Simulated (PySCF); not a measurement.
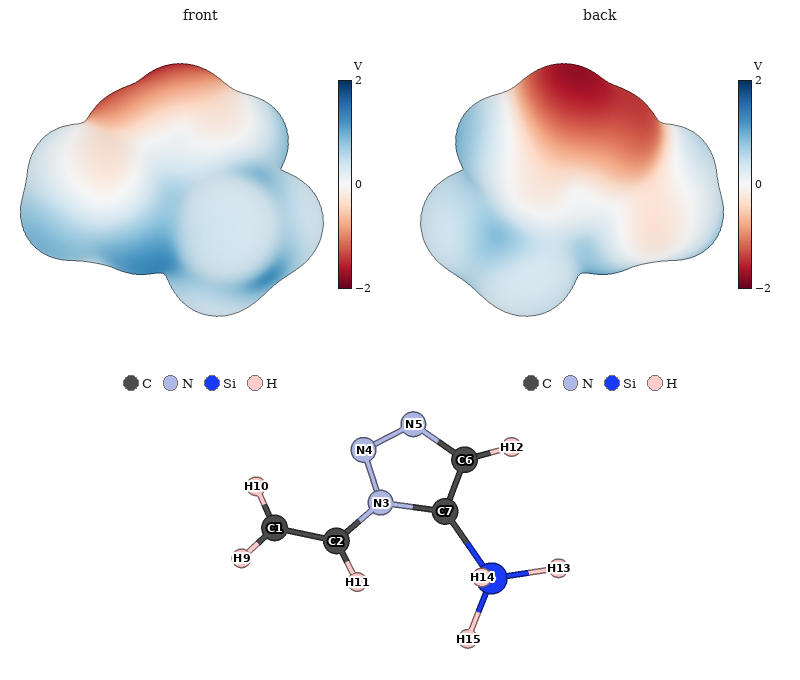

Figure. C4H7N3Si (SMILES C=Cn1nncc1[SiH3]). The electrostatic potential painted on the density surface at 0.001 e/bohr³, seen from the front and from behind; red is negative and blue positive. The bare structure is drawn below in the same view.

Geometry: GFN2-xTB.

The calculation used PySCF, PBE0/def2-SVPD, SCF density, gas phase.

```yaml
atoms:
  - { symbol: C, position_ang: [-2.4684, -1.1620, -0.1216] }
  - { symbol: C, position_ang: [-1.1621, -0.9584, -0.0631] }
  - { symbol: N, position_ang: [-0.6008, 0.3115, -0.0273] }
  - { symbol: N, position_ang: [-1.3460, 1.4183, -0.0518] }
  - { symbol: N, position_ang: [-0.5764, 2.4349, -0.0086] }
  - { symbol: C, position_ang: [0.7005, 2.0171, 0.0468] }
  - { symbol: C, position_ang: [0.7249, 0.6345, 0.0363] }
  - { symbol: Si, position_ang: [2.1576, -0.5653, 0.0920] }
  - { symbol: H, position_ang: [-2.8746, -2.1559, -0.1484] }
  - { symbol: H, position_ang: [-3.1524, -0.3320, -0.1437] }
  - { symbol: H, position_ang: [-0.4350, -1.7576, -0.0390] }
  - { symbol: H, position_ang: [1.5168, 2.7078, 0.0899] }
  - { symbol: H, position_ang: [3.3821, 0.2242, 0.1577] }
  - { symbol: H, position_ang: [2.0085, -1.4161, 1.2767] }
  - { symbol: H, position_ang: [2.1208, -1.3929, -1.1179] }
```

Where is the surface potential most negative and most positive?

The most negative region (about −1.7 V) lies over N5, the most positive (about +1.2 V) over Si8 and H11. N5 is the likeliest acceptor of a hydrogen bond.
